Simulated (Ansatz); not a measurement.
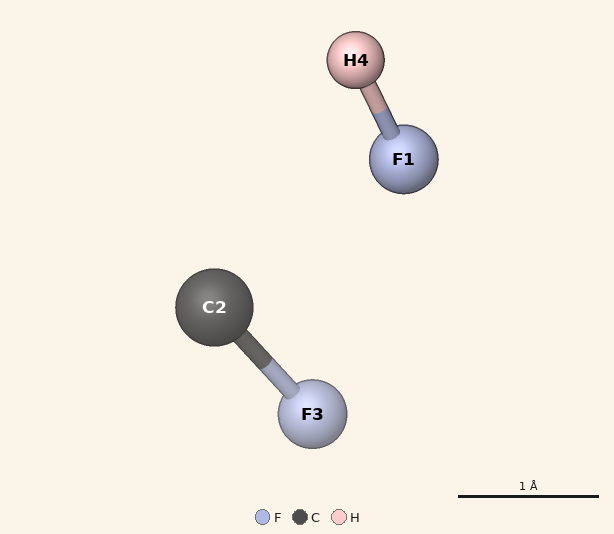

Orthographic view. Depth is shown by fading: the farther an atom, the more it takes the colour of the background. Charge +1, singlet. Computed geometry: PBE-D4/def2-SVP optimisation. No frequency run is at hand to confirm it as a minimum.

List all interatomic distances (Å) as a matrix.

| atom | F1 | C2 | F3 | H4 |
| --- | --- | --- | --- | --- |
| F1 | 0.00 |  |  |  |
| C2 | 1.89 | 0.00 |  |  |
| F3 | 2.37 | 1.20 | 0.00 |  |
| H4 | 0.96 | 2.42 | 3.18 | 0.00 |
